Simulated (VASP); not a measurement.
Band structure of GaS (relaxed from the beta-GaS structure, space group P6_3/mmc). Calculation: PBEsol GGA, VASP's PBE PAW potentials (set 64) (plane waves; VASP 6.6.1).

Without a dispersion term in the relaxation, distances and binding between the weakly bound layers, chains or molecules are unreliable, and so is what depends on them.

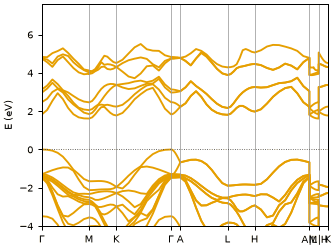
Bands along high-symmetry lines, zero at the valence-band maximum or, without a gap, the Fermi level

Read the plot: is there a gap, and where are the band edges?

The gap is indirect, 1.62 eV, from the valence maximum at Γ to the conduction minimum at M. (Edges off the drawn lines would not show.)

The structure was generated: GaS was put into the beta-GaS type (P6_3/mmc), which need not be its known phase. It was relaxed first.
